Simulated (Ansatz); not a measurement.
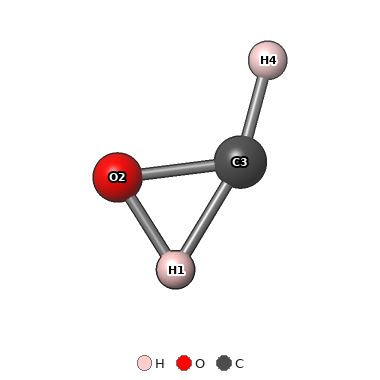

The system is the reacting system CH2O (one molecule; an intramolecular 1,2-shift); the picture shows the reference structure. 
- First axis: distance H1–C3 (bond that forms). Second axis: distance H1–O2 (bond that breaks).
- Relaxed at each point: all other coordinates.
- The grid has 13 × 13 points.
- Points are written as (first, second).
- Energies are in kJ/mol, from a guessed transition structure relaxed with its forming and breaking bonds held.
- Energies and slopes of some neighbouring points disagree (a jump in structure or state, or too coarse a mesh). The reference is spin-restricted, so regions where a bond is pulled apart into radicals lie too high.
- Level of theory: RKS PBE0-D4/def2-TZVP in Ansatz 0.2.0.

Its coordinates:

```yaml
atoms:
  - { symbol: H, position_ang: [0.4062, -1.0315, -0.1229] }
  - { symbol: O, position_ang: [-0.6528, -0.5842, -0.0424] }
  - { symbol: C, position_ang: [0.3138, 0.2870, 0.0207] }
  - { symbol: H, position_ang: [-0.0672, 1.3288, 0.1445] }
```

Range: distance H1–C3 (bond that forms) from 0.963 to 2.163 Å; distance H1–O2 (bond that breaks) from 0.873 to 2.673 Å.

**What landscape does the calculation give?**

The lowest grid point is at (1.091 Å, 1.957 Å), −357 kJ/mol from a guessed transition structure relaxed with its forming and breaking bonds held. Other grid points that lie below all their neighbours: (1.801 Å, 0.954 Å) (224 kJ/mol higher). The highest grid point, (0.963 Å, 0.873 Å), lies 625 kJ/mol above the lowest.

| second ↓, first → | 0.963 | 1.017 | 1.091 | 1.175 | 1.267 | 1.365 | 1.468 | 1.575 | 1.686 | 1.801 | 1.918 | 2.039 | 2.163 |
| --- | --- | --- | --- | --- | --- | --- | --- | --- | --- | --- | --- | --- | --- |
| 2.673 | 229 | 157 | 79 | 8 | −55 | −109 | −150 | −170 | −165 | −140 | −103 | −60 | −14 |
| 2.487 | 55 | −21 | −102 | −169 | −217 | −242 | −242 | −220 | −183 | −135 | −84 | −32 | 20 |
| 2.306 | −119 | −189 | −256 | −297 | −310 | −297 | −264 | −217 | −163 | −104 | −45 | 12 | 67 |
| 2.129 | −254 | −305 | −342 | −351 | −333 | −294 | −242 | −181 | −117 | −51 | 12 | 73 | 128 |
| 1.957 | −315 | −345 | −357 | −343 | −306 | −253 | −189 | −120 | −49 | 21 | 87 | 148 | 186 |
| 1.791 | −307 | −324 | −321 | −294 | −246 | −183 | −112 | −38 | 37 | 110 | 172 | 195 | 205 |
| 1.630 | −252 | −261 | −250 | −216 | −162 | −95 | −22 | 54 | 128 | 196 | 220 | 173 | 135 |
| 1.476 | −165 | −172 | −159 | −125 | −74 | −14 | 47 | 100 | 135 | 145 | 122 | 89 | 66 |
| 1.329 | −63 | −74 | −69 | −46 | −14 | 21 | 49 | 64 | 64 | 49 | 26 | 6 | 0 |
| 1.191 | 33 | 11 | −2 | −2 | 3 | 7 | 6 | −4 | −22 | −43 | −59 | −65 | −55 |
| 1.065 | 113 | 76 | 42 | 17 | −3 | −23 | −45 | −68 | −92 | −110 | −117 | −110 | −86 |
| 0.954 | 189 | 138 | 85 | 40 | 1 | −35 | −68 | −98 | −121 | −134 | −132 | −112 | −75 |
| 0.873 | 268 | 206 | 141 | 83 | 33 | −12 | −51 | −82 | −102 | −108 | −98 | −69 | −22 |

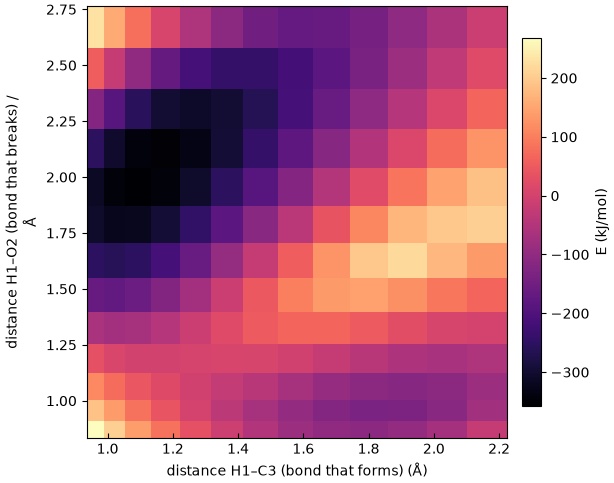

Drawn: one coloured cell a grid point.

The whole map (169 points run) took 14 min on 1 thread of Arm Neoverse N1, on a shared host.
